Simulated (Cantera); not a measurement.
Feed: 1 mol SiHCl3, a varied amount of NH3, 3.1 mol N2, equilibrated at 1252 °C and 0.00190 bar.

Cantera equilibrium calculation (NASA polynomials, part measured and part estimated; ideal gas, pure solids and liquids). Candidate condensed phases: NH4Cl, Si, Si3N4; 28 gas species. The tables' values for SiCl3, SiCl are old estimates; treat these amounts as uncertain. The numbers say what is thermodynamically allowed, not how fast it happens.

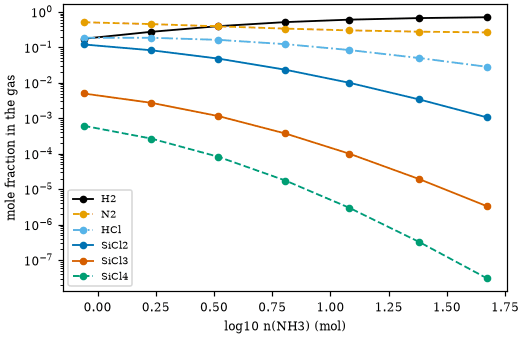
Figure. Equilibrium gas composition (values under 1e-9 drawn at 1e-9)

From 0.87 mol NH3 to 47 mol NH3 the condensed part is Si3N4(s). The main Si-bearing gas is SiCl2 throughout. The share of Si in condensed phases is highest at 47 mol NH3 (89.4 %) and lowest at 0.87 mol NH3 (15.0 %).
